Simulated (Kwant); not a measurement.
Model system: wire with a row of barriers in a GaAs two-dimensional gas. Effective mass 0.067 mₑ, grid spacing 15 nm, hard walls, nominal width 300 nm (19 grid rows, so walls 300 nm apart), one parabolic valley, scattering region 1500 nm long along x; energies count from the band bottom; Fermi energy swept from 4.9888e-05 to 0.00059242 eV. 3 barrier(s) across the wire, height 0.00068 eV, thickness 60 nm (about 4 grid columns), spaced by 90 nm.

Constants are typed, rounded textbook-type inputs, not results; the design itself was drawn at random and stands for no fabricated device.

Computed with Kwant: effective-mass tight-binding model on a square grid, one spin, coherent transport at 0 K. Conductance is in e²/h.

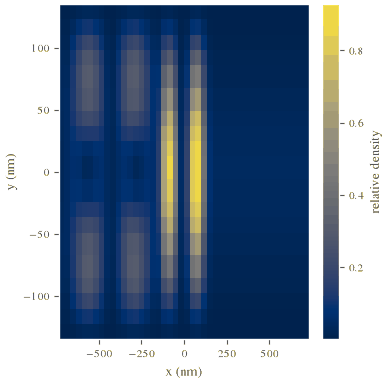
*Density of the scattering states that come in from the left lead, at energy = 0.00032286 eV, in bins, relative to the largest site value*

The conductance there is 0.91 e²/h with 2 open channel(s) in the leads.
